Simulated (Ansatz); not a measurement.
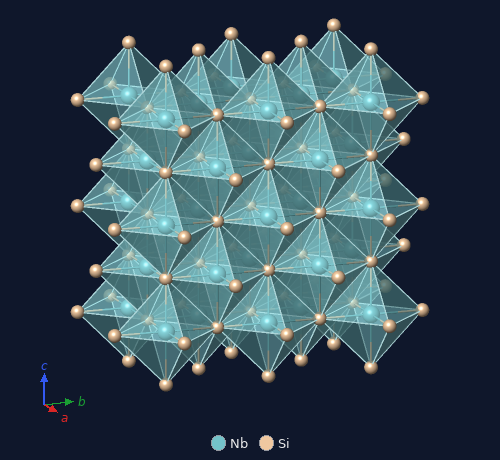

Polyhedra are drawn about Nb (bonds: Nb–Si below 2.9 Å); other atoms are plain spheres.

NbSi (space group Fm-3m, No. 225). Coordinates: the input geometry of an electronic-structure calculation (not necessarily at equilibrium); the starting structure was generated, so it need not be a known form of this composition.

### What figure surrounds each Nb atom, and what does it share with the other drawn polyhedra?

Nb: NbSi6 octahedron, sharing corners with six neighbours and edges with twelve neighbours.

### How do these polyhedra hang together as a whole?

They form a three-dimensional framework of corner- and edge-sharing octahedra.

### How far apart are the centres of linked polyhedra?

Centre to centre across a shared corner: 5.15 Å; across a shared edge: 3.64 Å.
